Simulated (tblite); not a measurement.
# Geometry relaxation of Ge3H6F2

System: Ge3H6F2, SMILES [F][Ge]([F])([GeH3])[GeH3].
Method: GFN2-xTB geometry optimisation, gas phase (tblite 0.8.0).

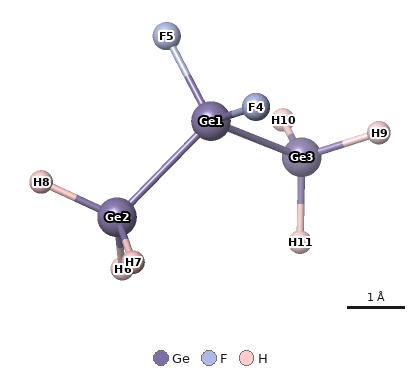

*The structure as given in the input (ball-and-stick view, seen at a tilt; atoms are numbered from 1 in the order of the input). Sticks mark near contacts.*

Bond lengths as drawn: F–Ge 1.77 to 1.78 Å, Ge–Ge 2.39 to 2.40 Å and Ge–H 1.49 to 1.52 Å.

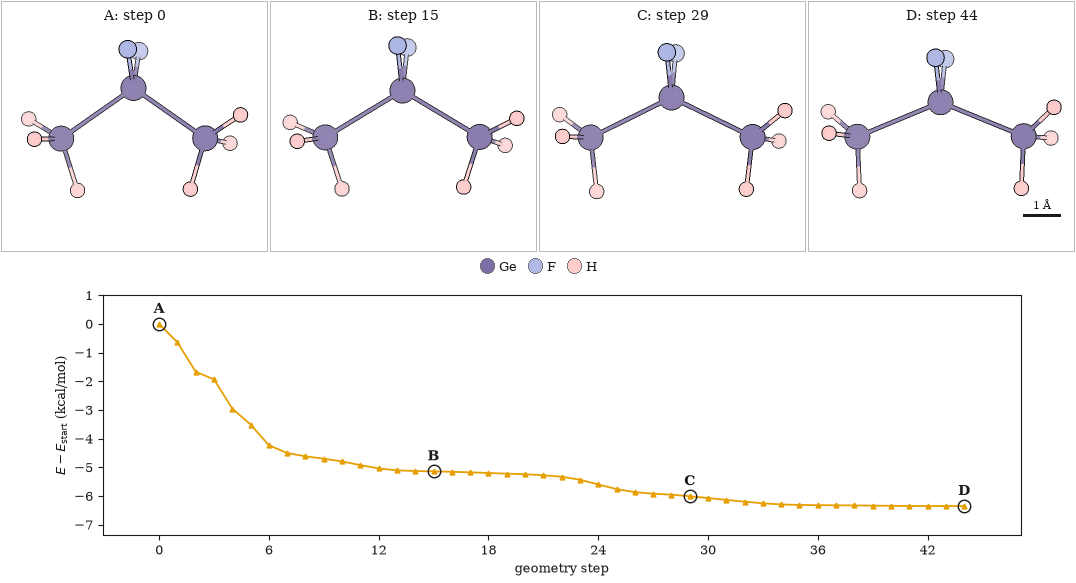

*Frames of the relaxation (ball-and-stick view, seen on its broad side) above the curves, on which the letters mark them (steps are counted from 0).*

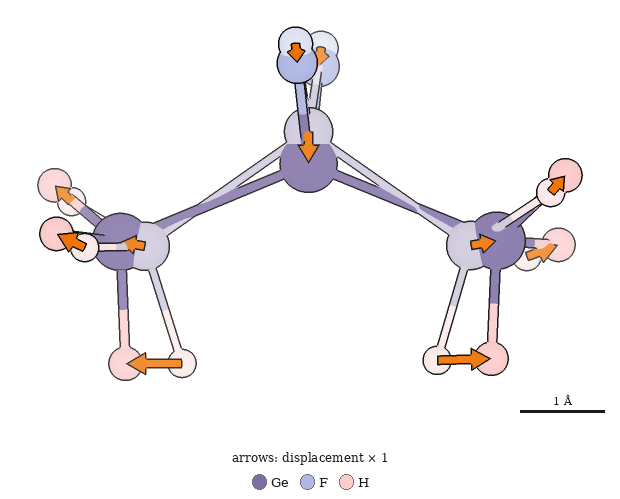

*Start (faint) and end (solid) with the displacements as orange arrows, at true length (ball-and-stick view, seen on its broad side). The two geometries are laid on each other by the best rigid fit.*

The energy falls by 6.35 kcal/mol in 44 geometry steps. The largest force component goes from 0.69 to 0.005 eV/Å. The atom that moves furthest after the best rigid fit is H6 (0.68 Å). Largest moves by element: H 0.68 Å, Ge 0.39 Å, F 0.25 Å. Among the contacts that change: Ge1–Ge3 2.388 → 2.453 Å, Ge1–Ge2 2.403 → 2.453 Å, Ge1–F4 1.770 → 1.802 Å, Ge1–F5 1.781 → 1.802 Å. Among the angles that change: Ge2–Ge1–Ge3 110.2° → 135.4°, F4–Ge1–F5 109.3° → 97.4°, Ge3–Ge1–F4 109.6° → 104.3°. (Atoms are counted from 1 in the order of the input.)

These pictures come from the run below.

## Input
```
{"job": {"kind": "relax", "xc": "GFN2-xTB", "basis": "xTB"}, "charge": 0, "multiplicity": 1}
Ge    -0.300167     0.241011     0.466932
Ge    -0.468477     0.414739     2.858137
Ge     1.884017     0.883295    -0.255286
F     -1.508261     1.293023    -0.285031
F     -0.607080    -1.446802    -0.013224
H      0.931175     0.502363     3.423741
H     -1.224934     1.686306     3.209877
H     -1.171867    -0.783027     3.398299
H      1.790258     1.648885    -1.547911
H      2.721218    -0.358507    -0.474243
H      2.537401     1.749894     0.811289
```

The first line tells a small driver script what to run in tblite; the rest is the geometry in Å.

Run as:
```bash
OMP_NUM_THREADS=1 python <driver script> task.json out
```

## Output
```
step      E/eV     max force
  0    -501.01205    0.936
  1    -501.03985    0.645
  2    -501.08432    0.339
  3    -501.09582    0.323
  4    -501.14013    0.565
  5    -501.16408    0.518
  6    -501.19547    0.398
  7    -501.20713    0.277
  8    -501.21209    0.151
  9    -501.21569    0.159
 10    -501.21983    0.267
 11    -501.22541    0.303
 12    -501.23045    0.217
 13    -501.23331    0.100
 14    -501.23436    0.064
 15    -501.23489    0.073
 16    -501.23550    0.086
 17    -501.23629    0.107
 18    -501.23729    0.108
 19    -501.23831    0.098
 20    -501.23930    0.111
 21    -501.24059    0.164
 22    -501.24294    0.237
 23    -501.24744    0.320
 24    -501.25463    0.355
 25    -501.26159    0.259
 26    -501.26633    0.152
 27    -501.26860    0.121
 28    -501.27003    0.124
 29    -501.27248    0.137
 30    -501.27516    0.161
 31    -501.27802    0.174
 32    -501.28068    0.144
 33    -501.28311    0.139
 34    -501.28479    0.098
 35    -501.28561    0.059
 36    -501.28594    0.046
 37    -501.28614    0.035
 38    -501.28631    0.037
 39    -501.28665    0.046
 40    -501.28692    0.052
 41    -501.28718    0.042
 42    -501.28729    0.023
 43    -501.28731    0.010
 44    -501.28732    0.007
```

## Trajectory as extended XYZ (Å, eV, eV/Å), 10 of the 45 frames kept, from step=0 to step=44
```
11
Properties=species:S:1:pos:R:3:forces:R:3 step=0 energy=-501.01205
Ge   -0.3002    0.2410    0.4669    0.6110   0.1780   0.6860
Ge   -0.4685    0.4147    2.8581   -0.4400   0.2300  -0.0690
Ge    1.8840    0.8833   -0.2553    0.1630  -0.0920  -0.4680
F    -1.5083    1.2930   -0.2850   -0.3390  -0.0150  -0.2790
F    -0.6071   -1.4468   -0.0132   -0.2460  -0.1270  -0.2190
H     0.9312    0.5024    3.4237   -0.1860  -0.0210   0.0160
H    -1.2249    1.6863    3.2099    0.1950  -0.3040   0.1410
H    -1.1719   -0.7830    3.3983    0.0040  -0.0020   0.3150
H     1.7903    1.6489   -1.5479    0.2650   0.0310   0.0950
H     2.7212   -0.3585   -0.4742    0.0500   0.2850   0.0270
H     2.5374    1.7499    0.8113   -0.0770  -0.1620  -0.2440
11
Properties=species:S:1:pos:R:3:forces:R:3 step=5 energy=-501.16408
Ge   -0.2293    0.2655    0.5246   -0.4270  -0.1010  -0.2760
Ge   -0.5385    0.4026    2.8971   -0.1240   0.1800  -0.1690
Ge    1.9160    0.8775   -0.3395   -0.1260  -0.0990  -0.1590
F    -1.5349    1.2319   -0.3184    0.2180  -0.2010   0.1200
F    -0.6620   -1.4083   -0.0480    0.0240   0.2350   0.0530
H     0.8488    0.4967    3.4233    0.2330  -0.0060   0.1930
H    -1.2181    1.6711    3.2826   -0.1030   0.0220   0.1300
H    -1.1768   -0.7797    3.5010   -0.1790  -0.2140   0.2430
H     1.8761    1.6898   -1.5782    0.1100   0.0790  -0.1880
H     2.7799   -0.3201   -0.4846    0.1840  -0.1080  -0.1250
H     2.5221    1.7043    0.7327    0.1910   0.2130   0.1780
11
Properties=species:S:1:pos:R:3:forces:R:3 step=10 energy=-501.21983
Ge   -0.2445    0.2650    0.5173    0.0280  -0.0130  -0.0620
Ge   -0.5807    0.4017    2.9112    0.1430  -0.1020   0.2010
Ge    1.9258    0.8698   -0.3900    0.0820   0.0910   0.1100
F    -1.5303    1.1760   -0.3287   -0.0580   0.0360  -0.0430
F    -0.6950   -1.3662   -0.0646   -0.0330  -0.0620  -0.0180
H     0.8320    0.4909    3.4557   -0.1160  -0.0180   0.0200
H    -1.2446    1.6705    3.3485   -0.0890  -0.0120   0.0420
H    -1.2049   -0.7910    3.5878   -0.0050   0.1290  -0.0480
H     1.9433    1.7172   -1.6277    0.0300  -0.0760  -0.0050
H     2.8396   -0.3133   -0.5229   -0.0010   0.0270  -0.1080
H     2.5425    1.7107    0.7061    0.0190  -0.0020  -0.0880
11
Properties=species:S:1:pos:R:3:forces:R:3 step=15 energy=-501.23489
Ge   -0.2494    0.2611    0.5111    0.0180   0.0090   0.0270
Ge   -0.5780    0.3993    2.9427   -0.0320   0.0180  -0.0630
Ge    1.9477    0.8802   -0.3938   -0.0290  -0.0200  -0.0160
F    -1.5455    1.1670   -0.3464    0.0330  -0.0020   0.0230
F    -0.7171   -1.3722   -0.0778    0.0180   0.0180   0.0200
H     0.8224    0.4838    3.4935   -0.0070   0.0070   0.0620
H    -1.2792    1.6528    3.3851    0.0040  -0.0280  -0.0030
H    -1.2275   -0.7717    3.6163   -0.0160  -0.0130  -0.0140
H     1.9787    1.7017   -1.6489   -0.0210  -0.0160   0.0040
H     2.8609   -0.3001   -0.5752   -0.0130   0.0240  -0.0110
H     2.5702    1.7294    0.6860    0.0480   0.0030  -0.0310
11
Properties=species:S:1:pos:R:3:forces:R:3 step=20 energy=-501.23930
Ge   -0.2395    0.2635    0.5181    0.0200   0.0020   0.0200
Ge   -0.5804    0.3985    2.9357    0.0080  -0.0140   0.1100
Ge    1.9433    0.8807   -0.3942    0.0620   0.0260  -0.0270
F    -1.5309    1.1676   -0.3369    0.0060   0.0180   0.0060
F    -0.7105   -1.3658   -0.0677    0.0180   0.0000   0.0120
H     0.8030    0.4855    3.5354   -0.0290  -0.0020  -0.0050
H    -1.2918    1.6369    3.3904   -0.0300   0.0440  -0.0240
H    -1.2409   -0.7682    3.6048   -0.0200  -0.0450  -0.0360
H     1.9695    1.6862   -1.6537   -0.0580   0.0400  -0.0570
H     2.8575   -0.2875   -0.5974    0.0160  -0.0740   0.0020
H     2.6040    1.7338    0.6580    0.0080   0.0040  -0.0020
11
Properties=species:S:1:pos:R:3:forces:R:3 step=24 energy=-501.25463
Ge   -0.1733    0.2820    0.5791   -0.0670   0.0280  -0.1510
Ge   -0.6014    0.3819    2.9731   -0.1650   0.2600   0.1780
Ge    1.9680    0.8944   -0.4275    0.1880  -0.0530  -0.2540
F    -1.4693    1.1798   -0.2948    0.0750   0.0050   0.0820
F    -0.6715   -1.3365   -0.0210    0.0620   0.0050   0.0430
H     0.7131    0.4917    3.6937    0.0780  -0.0460  -0.0030
H    -1.3609    1.6197    3.3956    0.0320  -0.1270  -0.0860
H    -1.3082   -0.8022    3.5422   -0.0490  -0.1040   0.0280
H     1.8896    1.6704   -1.7221   -0.0210  -0.0730   0.1510
H     2.8614   -0.2998   -0.6729   -0.0990   0.0660   0.0030
H     2.7358    1.7497    0.5474   -0.0340   0.0380   0.0110
11
Properties=species:S:1:pos:R:3:forces:R:3 step=29 energy=-501.27248
Ge   -0.1063    0.3095    0.6227    0.0590   0.0010   0.0630
Ge   -0.6354    0.3854    3.0240    0.0590  -0.0510  -0.0330
Ge    2.0122    0.9014   -0.4796   -0.0770  -0.0380   0.1070
F    -1.3998    1.2052   -0.2387   -0.0040   0.0590   0.0120
F    -0.6145   -1.3140    0.0351    0.0690   0.0130   0.0270
H     0.6349    0.4847    3.8411   -0.0710  -0.0500  -0.0660
H    -1.4364    1.5971    3.3862   -0.0730   0.0350   0.0170
H    -1.3737   -0.8399    3.4790    0.0200   0.0420   0.0330
H     1.8083    1.6424   -1.7598    0.0270   0.0510  -0.0650
H     2.8481   -0.3086   -0.7498    0.0480  -0.0750  -0.0580
H     2.8457    1.7680    0.4323   -0.0560   0.0130  -0.0360
11
Properties=species:S:1:pos:R:3:forces:R:3 step=34 energy=-501.28479
Ge   -0.0194    0.3458    0.6910   -0.0910  -0.0010   0.0370
Ge   -0.6759    0.3821    3.0549   -0.0600   0.0120   0.0140
Ge    2.0318    0.8854   -0.5240    0.0490   0.0360  -0.0740
F    -1.3185    1.2547   -0.1645    0.0300   0.0250   0.0190
F    -0.5165   -1.2811    0.1086    0.0360  -0.0290   0.0010
H     0.5315    0.4508    3.9555   -0.0030   0.0170  -0.0140
H    -1.5340    1.5771    3.3794    0.0480  -0.0670  -0.0040
H    -1.4258   -0.8609    3.4392    0.0030   0.0350  -0.0040
H     1.7463    1.6273   -1.7972    0.0090  -0.0410   0.0040
H     2.8455   -0.3367   -0.8458   -0.0200   0.0250  -0.0070
H     2.9182    1.7867    0.2955    0.0000  -0.0110   0.0280
11
Properties=species:S:1:pos:R:3:forces:R:3 step=39 energy=-501.28665
Ge   -0.0173    0.3504    0.7011    0.0340  -0.0190  -0.0240
Ge   -0.6833    0.3800    3.0582    0.0060   0.0230   0.0160
Ge    2.0369    0.8878   -0.5311   -0.0420  -0.0070   0.0060
F    -1.3068    1.2696   -0.1527   -0.0100   0.0210   0.0000
F    -0.4970   -1.2860    0.1181    0.0170   0.0040   0.0060
H     0.5209    0.4501    3.9638   -0.0160   0.0130  -0.0200
H    -1.5421    1.5697    3.3787    0.0140  -0.0130   0.0080
H    -1.4335   -0.8596    3.4338   -0.0250  -0.0240   0.0150
H     1.7395    1.6188   -1.8042    0.0050  -0.0030  -0.0230
H     2.8408   -0.3368   -0.8593    0.0000   0.0070  -0.0010
H     2.9252    1.7872    0.2863    0.0180   0.0000   0.0170
11
Properties=species:S:1:pos:R:3:forces:R:3 step=44 energy=-501.28732
Ge   -0.0141    0.3504    0.7013   -0.0030  -0.0040   0.0030
Ge   -0.6891    0.3773    3.0590   -0.0010  -0.0040  -0.0010
Ge    2.0341    0.8895   -0.5353    0.0020   0.0010   0.0000
F    -1.3041    1.2787   -0.1478   -0.0010   0.0000   0.0000
F    -0.4857   -1.2892    0.1208    0.0050   0.0020  -0.0040
H     0.5167    0.4534    3.9592    0.0050   0.0010   0.0010
H    -1.5427    1.5680    3.3843   -0.0040   0.0010   0.0000
H    -1.4408   -0.8624    3.4407   -0.0010   0.0030   0.0010
H     1.7432    1.6160   -1.8138    0.0010   0.0030   0.0000
H     2.8402   -0.3340   -0.8636   -0.0050  -0.0020   0.0040
H     2.9255    1.7835    0.2877    0.0010  -0.0010  -0.0040
```

## Results in brief

```json
{"quantity": "outcome", "value": "converged"}
{"quantity": "total energy", "value": "−501.2873 eV"}
{"quantity": "hardware", "value": "1 CPU thread, shared host"}
{"quantity": "wall time", "value": "1.1 s"}
{"quantity": "peak memory", "value": "0.18 GiB"}
```
